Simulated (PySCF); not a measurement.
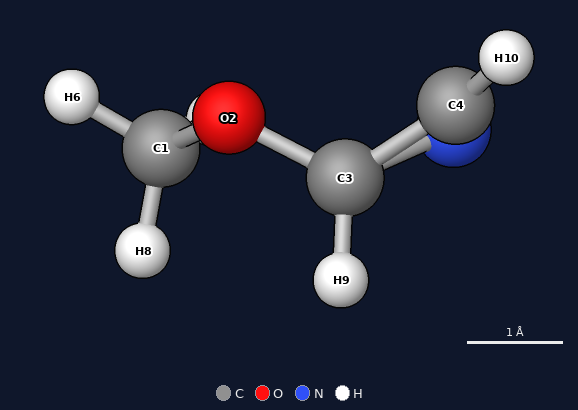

**Figure 1.** The input geometry (ball-and-stick view, seen at a tilt; atoms are numbered from 1 in the order of the input). Bond lengths as drawn: C–C 1.45 Å, C–H 1.06 to 1.10 Å, C–N 1.25 to 1.50 Å and C–O 1.38 to 1.42 Å.

Property calculation of C₃H₅NO

C₃H₅NO, SMILES COC1C=N1, computed with BLYP/def2-TZVP, RKS (PySCF 2.14.0).

The geometry comes from this level: GFN2-xTB.

### The input (input.py)
```python
import numpy
from pyscf import gto, scf, dft, lo

mol = gto.Mole()
mol.atom = '''
C       -0.862680      -0.578150       1.176550
O       -0.044440       0.477550       0.704790
C        0.704110       0.134840      -0.402360
C        0.769130       1.049570      -1.520350
N        0.030490       0.059130      -1.738780
H       -1.383320      -0.192340       2.049770
H       -1.585220      -0.880340       0.412970
H       -0.254740      -1.444230       1.459690
H        1.495600      -0.590600      -0.220720
H        1.131060       1.964570      -1.921560
'''
mol.basis = 'def2-tzvp'
mol.charge = 0
mol.verbose = 3
mol.max_memory = 1860
mol.build()

mf = dft.RKS(mol, xc='blyp')
mf.conv_tol = 1e-10
mf.grids.level = 4
mf.kernel()
if not mf.converged:
    mf = mf.newton().run(mf.mo_coeff, mf.mo_occ)

energy = mf.e_tot
print(f'total energy: {energy:.8f} hartree')
dip = mf.dip_moment()
pop, q = mf.mulliken_pop()
quad = mf.quad_moment()
occ = mf.mo_coeff[:, mf.mo_occ > 0]
iaos = lo.vec_lowdin(lo.iao.iao(mol, occ), mf.get_ovlp())
c = iaos.T @ mf.get_ovlp() @ occ
pop_iao, q_iao = scf.hf.mulliken_pop(lo.iao.reference_mol(mol), (c * mf.mo_occ[mf.mo_occ > 0]) @ c.T, numpy.eye(c.shape[0]), verbose=0)
print('IAO charges', numpy.round(q_iao, 4))
```

Run on 1 thread of Arm Neoverse V2, 24 GiB of memory available, shared host.

Launch command:
```bash
OMP_NUM_THREADS=1 python input.py
```

### Log
```
converged SCF energy = -247.224679506231
total energy: -247.22467951 hartree
Dipole moment(X, Y, Z, Debye):  0.98031,  0.30505,  0.44992
 ** Mulliken pop  **
pop of  0 C 1s            0.85476
pop of  0 C 2s            1.11518
pop of  0 C 3s            0.54326
pop of  0 C 4s            0.60048
pop of  0 C 5s            0.14833
pop of  0 C 2px           0.44313
pop of  0 C 2py           0.42038
pop of  0 C 2pz           0.47335
pop of  0 C 3px           0.37021
pop of  0 C 3py           0.32738
pop of  0 C 3pz           0.40230
pop of  0 C 4px           0.11899
pop of  0 C 4py           0.09335
pop of  0 C 4pz           0.15551
pop of  0 C 3dxy          0.00720
pop of  0 C 3dyz          0.00430
pop of  0 C 3dz^2         0.00287
pop of  0 C 3dxz          0.00577
pop of  0 C 3dx2-y2       0.00342
pop of  0 C 4dxy          0.01048
pop of  0 C 4dyz          0.01192
pop of  0 C 4dz^2         0.00872
pop of  0 C 4dxz          0.00716
pop of  0 C 4dx2-y2       0.02183
pop of  0 C 4f-3          0.00153
pop of  0 C 4f-2          0.00174
pop of  0 C 4f-1          0.00103
pop of  0 C 4f+0          0.00026
pop of  0 C 4f+1          0.00118
pop of  0 C 4f+2          0.00067
pop of  0 C 4f+3          0.00132
pop of  1 O 1s            0.79291
pop of  1 O 2s            1.17605
pop of  1 O 3s            0.59691
pop of  1 O 4s            0.91114
pop of  1 O 5s            0.29386
pop of  1 O 2px           0.65231
pop of  1 O 2py           0.64260
pop of  1 O 2pz           0.63230
pop of  1 O 3px           0.62720
pop of  1 O 3py           0.62002
pop of  1 O 3pz           0.61330
pop of  1 O 4px           0.22654
pop of  1 O 4py           0.24097
pop of  1 O 4pz           0.21130
pop of  1 O 3dxy          0.00074
pop of  1 O 3dyz          0.00064
pop of  1 O 3dz^2         0.00058
pop of  1 O 3dxz          0.00056
pop of  1 O 3dx2-y2       0.00039
pop of  1 O 4dxy          0.00780
pop of  1 O 4dyz          0.00841
pop of  1 O 4dz^2         0.00781
pop of  1 O 4dxz          0.00723
pop of  1 O 4dx2-y2       0.00625
pop of  1 O 4f-3          0.00021
pop of  1 O 4f-2          0.00040
pop of  1 O 4f-1          0.00022
pop of  1 O 4f+0          0.00028
pop of  1 O 4f+1          0.00044
pop of  1 O 4f+2          0.00025
pop of  1 O 4f+3          0.00022
pop of  2 C 1s            0.85440
pop of  2 C 2s            1.11536
pop of  2 C 3s            0.52385
pop of  2 C 4s            0.60884
pop of  2 C 5s            0.08544
pop of  2 C 2px           0.44777
pop of  2 C 2py           0.49031
pop of  2 C 2pz           0.38706
pop of  2 C 3px           0.36986
pop of  2 C 3py           0.40657
pop of  2 C 3pz           0.21270
pop of  2 C 4px           0.08147
pop of  2 C 4py           0.09013
pop of  2 C 4pz           0.04173
pop of  2 C 3dxy          0.00531
pop of  2 C 3dyz          0.00830
pop of  2 C 3dz^2         0.01207
pop of  2 C 3dxz          0.01132
pop of  2 C 3dx2-y2       0.00207
pop of  2 C 4dxy          0.02047
pop of  2 C 4dyz          0.03269
pop of  2 C 4dz^2         0.04104
pop of  2 C 4dxz          0.02966
pop of  2 C 4dx2-y2       0.00583
pop of  2 C 4f-3          0.00073
pop of  2 C 4f-2          0.00290
pop of  2 C 4f-1          0.00224
pop of  2 C 4f+0          0.00459
pop of  2 C 4f+1          0.00344
pop of  2 C 4f+2          0.00216
pop of  2 C 4f+3          0.00048
pop of  3 C 1s            0.85573
pop of  3 C 2s            1.11332
pop of  3 C 3s            0.56149
pop of  3 C 4s            0.53099
pop of  3 C 5s            0.15717
pop of  3 C 2px           0.41794
pop of  3 C 2py           0.47666
pop of  3 C 2pz           0.46296
pop of  3 C 3px           0.35050
pop of  3 C 3py           0.32998
pop of  3 C 3pz           0.39530
pop of  3 C 4px           0.10779
pop of  3 C 4py           0.08952
pop of  3 C 4pz           0.09298
pop of  3 C 3dxy          0.00747
pop of  3 C 3dyz          0.00800
pop of  3 C 3dz^2         0.00507
pop of  3 C 3dxz          0.00361
pop of  3 C 3dx2-y2       0.00657
pop of  3 C 4dxy          0.00265
pop of  3 C 4dyz          0.01421
pop of  3 C 4dz^2         0.00511
pop of  3 C 4dxz          0.01442
pop of  3 C 4dx2-y2       0.01188
pop of  3 C 4f-3          0.00363
pop of  3 C 4f-2          0.00296
pop of  3 C 4f-1          0.00157
pop of  3 C 4f+0          0.00209
pop of  3 C 4f+1          0.00049
pop of  3 C 4f+2          0.00104
pop of  3 C 4f+3          0.00224
pop of  4 N 1s            0.82102
pop of  4 N 2s            1.14762
pop of  4 N 3s            0.62496
pop of  4 N 4s            0.84800
pop of  4 N 5s            0.30542
pop of  4 N 2px           0.47239
pop of  4 N 2py           0.52666
pop of  4 N 2pz           0.47098
pop of  4 N 3px           0.43851
pop of  4 N 3py           0.45079
pop of  4 N 3pz           0.46838
pop of  4 N 4px           0.18836
pop of  4 N 4py           0.16066
pop of  4 N 4pz           0.17367
pop of  4 N 3dxy          0.00278
pop of  4 N 3dyz          0.00165
pop of  4 N 3dz^2         0.00234
pop of  4 N 3dxz          0.00187
pop of  4 N 3dx2-y2       0.00215
pop of  4 N 4dxy          0.00653
pop of  4 N 4dyz          0.01099
pop of  4 N 4dz^2         0.01021
pop of  4 N 4dxz          0.01001
pop of  4 N 4dx2-y2       0.01387
pop of  4 N 4f-3          0.00075
pop of  4 N 4f-2          0.00081
pop of  4 N 4f-1          0.00041
pop of  4 N 4f+0          0.00053
pop of  4 N 4f+1          0.00052
pop of  4 N 4f+2          0.00029
pop of  4 N 4f+3          0.00024
pop of  5 H 1s            0.28663
pop of  5 H 2s            0.47971
pop of  5 H 3s            0.09905
pop of  5 H 2px           0.00613
pop of  5 H 2py           0.00437
pop of  5 H 2pz           0.00967
pop of  6 H 1s            0.28567
pop of  6 H 2s            0.46995
pop of  6 H 3s            0.10855
pop of  6 H 2px           0.00785
pop of  6 H 2py           0.00452
pop of  6 H 2pz           0.00775
pop of  7 H 1s            0.28586
pop of  7 H 2s            0.47908
pop of  7 H 3s            0.12797
pop of  7 H 2px           0.00578
pop of  7 H 2py           0.00927
pop of  7 H 2pz           0.00500
pop of  8 H 1s            0.28572
pop of  8 H 2s            0.48887
pop of  8 H 3s            0.12931
pop of  8 H 2px           0.00957
pop of  8 H 2py           0.00872
pop of  8 H 2pz           0.00332
pop of  9 H 1s            0.27874
pop of  9 H 2s            0.46492
pop of  9 H 3s            0.08997
pop of  9 H 2px           0.00460
pop of  9 H 2py           0.01096
pop of  9 H 2pz           0.00515
 ** Mulliken atomic charges  **
charge of    0C =     -0.15797
charge of    1O =     -0.27983
charge of    2C =      0.09921
charge of    3C =     -0.03535
charge of    4N =     -0.16337
charge of    5H =      0.11443
charge of    6H =      0.11571
charge of    7H =      0.08703
charge of    8H =      0.07447
charge of    9H =      0.14565
Traceless quadrupole moment (Debye*A):

IAO charges [-0.2042 -0.378   0.1273  0.0165 -0.2701  0.1565  0.1356  0.1231  0.1173
  0.1762]
```

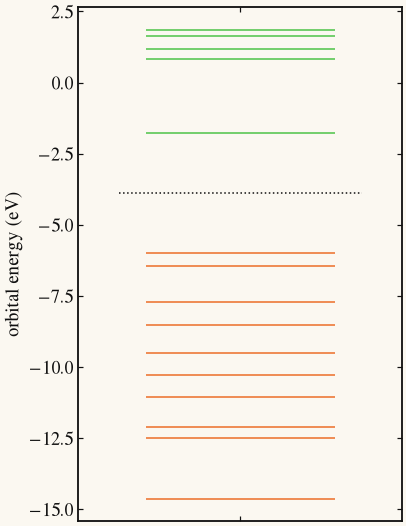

**Figure 2.** Orbital energies near the frontier; the dotted line parts filled from empty levels, and levels within 0.02 eV of each other stand side by side. Highest filled −5.98 eV, lowest empty −1.76 eV, 4.22 eV apart.

### Key numbers

```tsv
quantity	value
outcome	converged
total energy	−247.224680 hartree
basis functions	185
HOMO	−5.98 eV
LUMO	−1.76 eV
dipole moment	1.12 D
wall time	45 s
peak memory	1.7 GiB
```
